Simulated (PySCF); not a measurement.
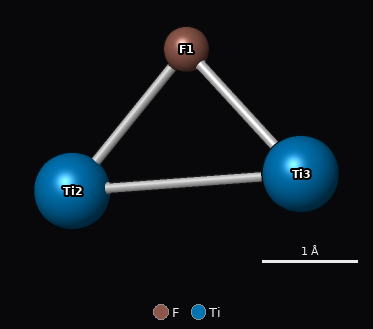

The input geometry (ball-and-stick view, seen at a tilt; atoms are numbered from 1 in the order of the input). Sticks mark near contacts. Bond lengths as drawn: F–Ti 1.94 Å and Ti–Ti 2.66 Å.

## Ti2F (charge +1): frequency calculation

- system: Ti2F, charge +1
- method: UKS-based PBE0, F def2-SVP, Ti def2-SVP; non-relativistic Hamiltonian; density fitting (PySCF 2.14.0)

## Input file
```python
from pyscf import gto, scf, dft
mol = gto.M(atom='''
F     -0.110328     1.179157    -0.000001
Ti     0.021854    -0.233573     1.330187
Ti     0.021855    -0.233576    -1.330186''',
    basis={'F': 'def2-SVP', 'Ti': 'def2-SVP'},
    charge=1, spin=0)
mf = dft.UKS(mol, xc='PBE0')
mf.grids.atom_grid = (75, 302)
aux = {'F': 'def2-universal-JKFIT', 'Ti': 'def2-universal-JKFIT'}
mf = mf.density_fit(auxbasis=aux)
mf.conv_tol = 1e-09
mf.diis_space = 10
mf.max_cycle = 60
mf.verbose = 4
mf.kernel()
```

The script is an equivalent of the set-up of the self-consistent field. The run itself was carried out by a driver, which started from the orbitals of the step before it where there was one and computed the further properties.

Launched with:
```bash
OMP_NUM_THREADS=2 python axn.py task.json out
```

## What the program printed
```
init E= -1797.66132459847
  alpha nocc = 26  HOMO = -0.352451501765908  LUMO = -0.23552812344571
  beta  nocc = 26  HOMO = -0.352446319566797  LUMO = -0.23552812344571
  HOMO = -0.352446319567  LUMO = -0.235528123446  gap/eV = 3.18151
cycle= 1 E= -1797.6613245985  delta_E= -2.77e-11  |g|= 1.81e-06  |ddm|= 1.03e-05
  alpha nocc = 26  HOMO = -0.352451401244188  LUMO = -0.235528014813087
  beta  nocc = 26  HOMO = -0.352446245042387  LUMO = -0.235528014813087
  HOMO = -0.352446245042  LUMO = -0.235528014813  gap/eV = 3.18151
Extra cycle  E= -1797.66132459854  delta_E= -3.89e-11  |g|= 2.05e-06  |ddm|= 9.87e-06
converged SCF energy = -1797.66132459854  <S^2> = 1.9831621  2S+1 = 2.9887536
```

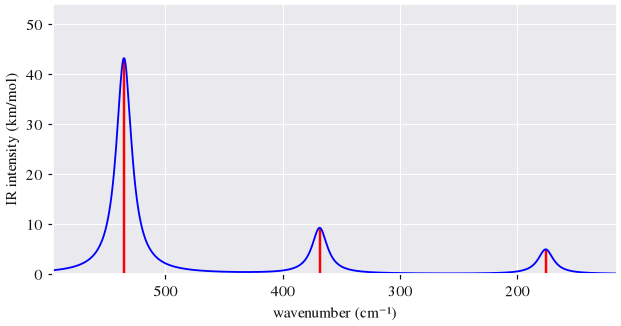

Harmonic infrared spectrum, unscaled: sticks (degenerate modes added up, dark ones marked on the axis) with a Lorentzian envelope of 16 cm⁻¹ full width, scaled to the tallest stick. 3 modes from 176 to 535 cm⁻¹, none imaginary. The strongest line is at 535 cm⁻¹ (43 km/mol). All modes, in cm⁻¹ (km/mol): 176 (4.9), 368 (9.2), 535 (43).

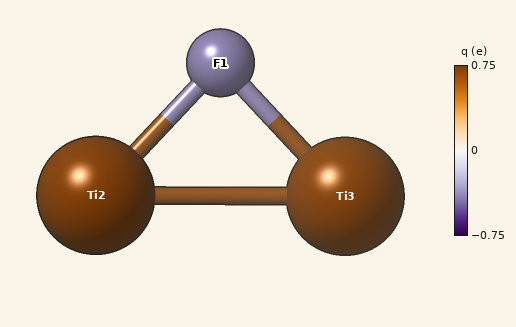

Mulliken charges, as the colour of each atom (ball-and-stick view, seen on its broad side; atoms are numbered from 1 in the order of the input). By element: F −0.43 and Ti +0.71 e.

## Summary

- outcome: converged
- total energy: −1797.661325 hartree
- ⟨S²⟩: 1.983
- HOMO: −9.59 eV
- LUMO: −6.41 eV
- zero-point energy: 0.002459 hartree
- wavenumbers, lowest and highest: 176 and 535 cm⁻¹
- hardware: 2 threads of Arm Neoverse V2, 24 GiB of memory available, shared host
- wall time: 82 s (CPU time 2.5 min)
- peak memory: 0.86 GiB

## Notes

Checks after the run noted: the SCF density has lower symmetry than the nuclear frame; spin contamination. ⟨S²⟩ is 1.98 against 0.00 for a pure state: the solution is spin-contaminated.
